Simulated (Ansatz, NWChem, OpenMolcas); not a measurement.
How methods differ on GeF2 (SMILES [F][Ge][F])

GeF2 has 3 atoms, charge 0, and is taken as a singlet. SMILES: `[F][Ge][F]`. The coordinates come from a PBE0-D4/def2-TZVP relaxation.

```xyz
3

F    -0.6759   -1.1018   -0.4975
Ge    0.6375   -0.2952    0.3202
F     0.0276    1.3321    0.1641
```

Each level gives the energy change with the F1–Ge2 bond stretched from 1.745 to 2.007 Å (eV). The values are calculated.

```csv
level,kind,program,value (eV),less CCSD(T)/def2-TZVPP,CPU time (all runs)
SVWN5/def2-TZVPP (restricted),LDA,Ansatz,0.57,-0.04,5 s
PBE/def2-TZVPP (restricted),GGA,Ansatz,0.40,-0.21,7.1 s
r2SCAN/def2-TZVPP (restricted),meta-GGA,OpenMolcas,0.56,-0.05,75 s
PBE0/def2-TZVPP (restricted),global hybrid,NWChem,0.56,-0.05,46 s
wB97M-V/def2-TZVPP (restricted),range-separated hybrid,Ansatz,0.56,-0.05,43 s
RPA@PBE0/def2-TZVPP (restricted),RPA,Ansatz,0.59,-0.02,16 s
MP2/def2-TZVPP (restricted),perturbation theory,OpenMolcas,0.60,-0.01,29 s
CCSD(T)/def2-TZVPP (restricted),coupled cluster or CI,NWChem,0.61,0.00,18 min
```

Differences are taken from CCSD(T)/def2-TZVPP (restricted) for orientation; it has basis-set and higher-order errors of its own. All-electron rows without a relativistic Hamiltonian named are non-relativistic. The first shape isn't each level's own minimum. The values span 0.40 to 0.61 eV. In the correlated wave-function rows the outer d shell of Ge is correlated, in sets not made for it. Times are those of the runs behind each value, whatever else they computed, on shared processors of several kinds: orders of magnitude only.

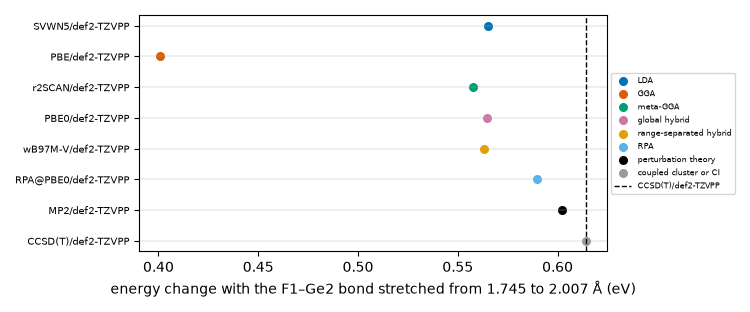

The values of the table, level by level.
